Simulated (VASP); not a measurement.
Band structure of TiAl (space group P4/mmm). All values below come from r2SCAN+rVV10, VASP's PBE PAW potentials (set 64) (plane waves; VASP 6.6.1).

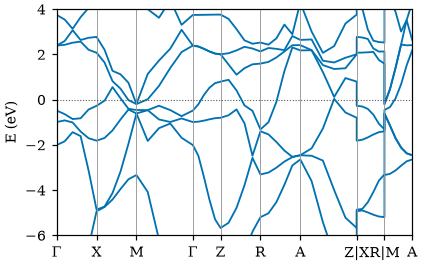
Figure. Bands along high-symmetry lines, zero at the valence-band maximum or, without a gap, the Fermi level

Q: Read the plot: is there a gap, and where are the band edges?

A: It has no gap at this level: it comes out as a metal or semimetal.

The structure comes from a measured TiAl entry (P4/mmm) of the Crystallography Open Database, whose conditions weren't checked. It was relaxed first. The electron count is odd and the run is not spin-polarised, which forces a metal.
